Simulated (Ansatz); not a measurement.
## Amorphous Sn24Te24

The cell was made by melting and quenching with the CHGNet potential and then relaxed with DFT. The hot cell started wider than the set density and was brought back towards it in steps. It is the lowest in DFT energy of 3 quenches. It is a model cell: composition and starting density were chosen by hand, and all elements were melted together. The geometry includes D3(BJ) dispersion.

All values below come from PBE-D3(BJ), scalar-relativistic without spin-orbit coupling, PAW (Ansatz default set, large-core Te) (plane waves to 420 eV; Ansatz, a first-principles code). Geometry, pressure, stress and energy are those of the PBE run. Its sampling: a 2×2×2 Γ-centred mesh; Fermi-Dirac width 0.05 eV; no spin polarisation. The levels at the Fermi energy are partly filled. A closed spacing in one fast-quenched cell at PBE doesn't show the material to be a metal.

The number of atoms in the cell is 48 and the density (volume relaxed, with D3(BJ)) is 6.41 g/cm³. The volume per atom is 31.89 Å³. The pressure on a 2×2×2 Γ-centred mesh comes out as 2.2 kbar, the largest force and stress component on that mesh (the relaxation ran on one k-point at (1/4, 1/4, 1/4)) comes out as 0.26 eV/Å and 0.4 GPa and the energy relative to SnTe (Fm-3m) (lowest mix at this level among the phases computed, not always the ambient ones) is 0.154 eV/atom. The gap on a 2×2×2 Γ-centred mesh (PBE) comes out as within the smearing (under twice its width).

Cut-offs for bonds: Sn-Sn 3.34 Å, Sn-Te 3.42 Å, Te-Te 3.31 Å.

| Quantity | Value |
|---|---|
| Mean coordination of Sn | 4.88 (2 with 3, 4 with 4, 13 with 5, 5 with 6) |
| Mean coordination of Te | 4.21 (4 with 3, 12 with 4, 7 with 5, 1 with 6) |
| Mean Sn-Te bond | 3.108 Å (spread 0.131 Å, 101 counted) |
| Mean Sn-Sn bond | 3.174 Å (spread 0.112 Å, 8 counted) |

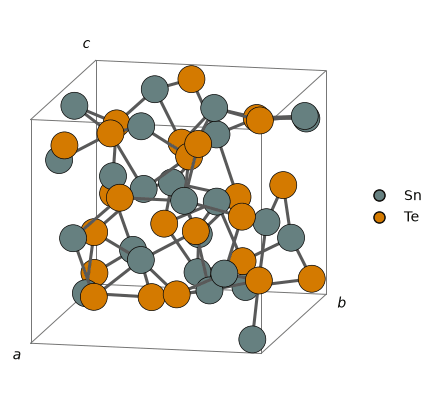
Figure: The relaxed cell

Its density started from a set value of 6.44 g/cm³. The simulated quench (nominally 66 K/ps over its main leg) is rapid and tends to freeze in more defects than a deposited or slowly cooled glass has. One small periodic cell is one sample of the glass; other quenches scatter about these values. Volume and shape were free in the relaxation. On a 2×2×2 Γ-centred mesh force components of up to 0.26 eV/Å stay, since the relaxation ran on one k-point at (1/4, 1/4, 1/4).
